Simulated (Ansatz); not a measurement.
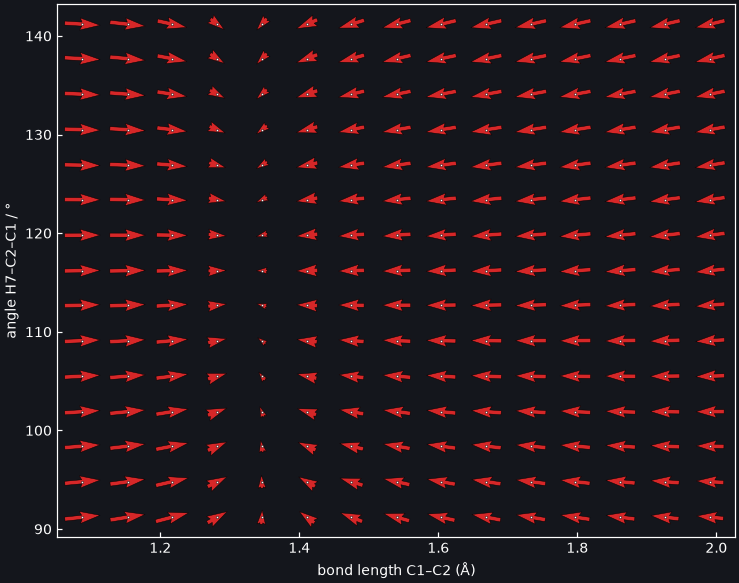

C₂H₄BNa, SMILES C=C[BH][Na]. Coordinates scanned: (1) bond length C1–C2; (2) angle H7–C2–C1. Nothing is relaxed (all other coordinates rigid). The scan uses a 15 × 15 grid. Points are written as (first, second). The reference is spin-restricted, which grows unreliable where a bond is stretched far. The calculation used Ansatz, RHF/def2-TZVP.

The picture shows dots at the grid points, arrows along the force (downhill), their lengths compressed.

### The arrows alone are given. Where is the energy lowest?

The arrows converge at about (1.327 Å, 116°) (read from the interpolated surface).

The energy map of the same scan:

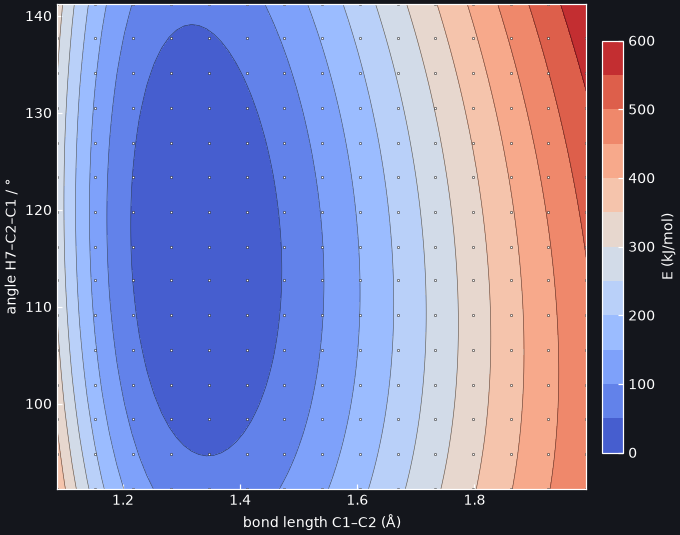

Energies are in kJ/mol, from the relaxed molecule at the same level; between grid points the surface is interpolated.
